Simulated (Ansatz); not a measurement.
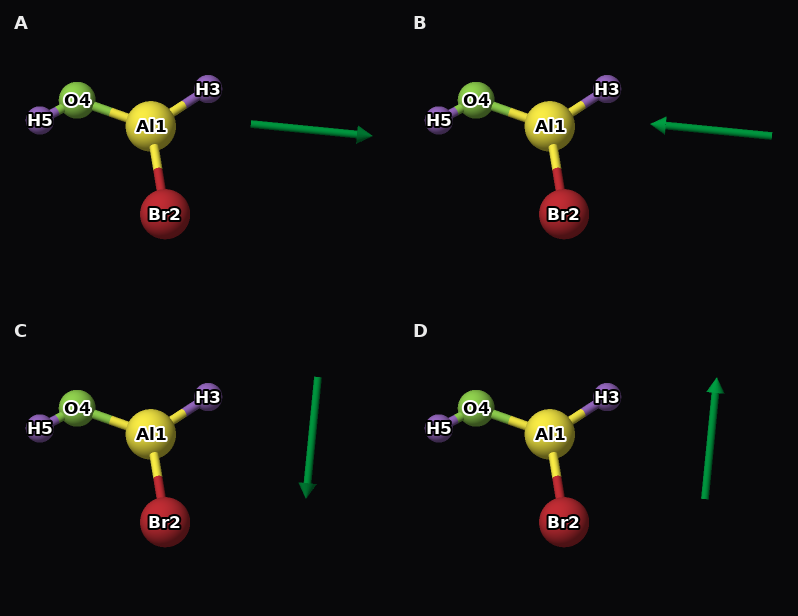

The same molecule four times, each with an arrow. Computed geometry: PBE0-D4/def2-TZVP optimisation. Method: RKS PBE0-D4/def2-TZVP (Ansatz 0.2.0).

### Which arrow points along the dipole moment, from the negative to the positive end?

B. The dipole moment is 0.76 D; it points from the side of H3 to the side of H5 (the outermost atoms at the two ends).
